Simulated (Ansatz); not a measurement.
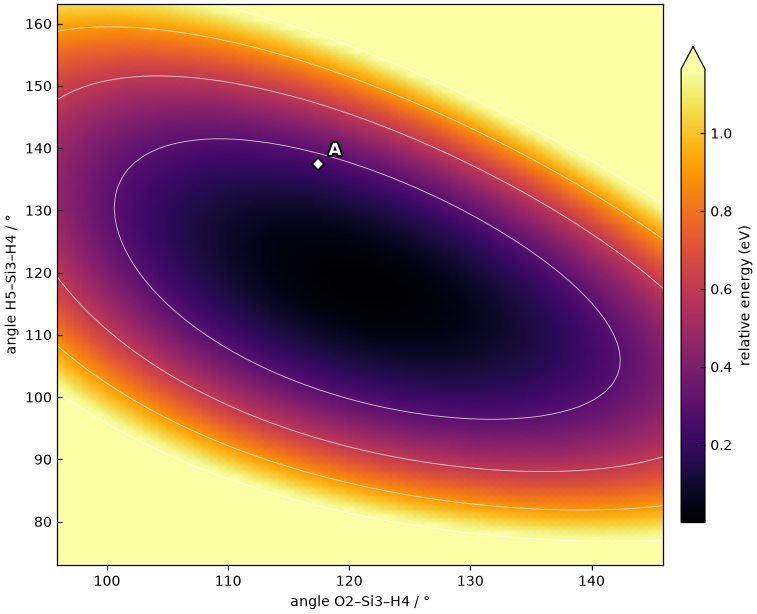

H₂LiOSi, SMILES [Li][O][SiH2+], charge +1. The first coordinate is: angle O2–Si3–H4; the second: angle H5–Si3–H4. Nothing is relaxed (all other coordinates rigid). The scan uses a 15 × 15 grid; 216 points were computed and 9 follow by symmetry. Points are written as (first, second). All energies are given in eV relative to the lowest grid point. These are results of Ansatz, RKS CAM-B3LYP-D4/def2-TZVP, not measurements.

Drawn: a smooth colour map with a few white contour lines, one colour for all values above the top of the scale, the point A. Between grid points the surface is interpolated.

**Is A at rest? If not, where is it pushed?**

A, at (117.4°, 137.4°), is not a stationary point. The computed force is 0.014 eV for each degree towards smaller values of angle O2–Si3–H4 and 0.028 eV for each degree towards smaller values of angle H5–Si3–H4.
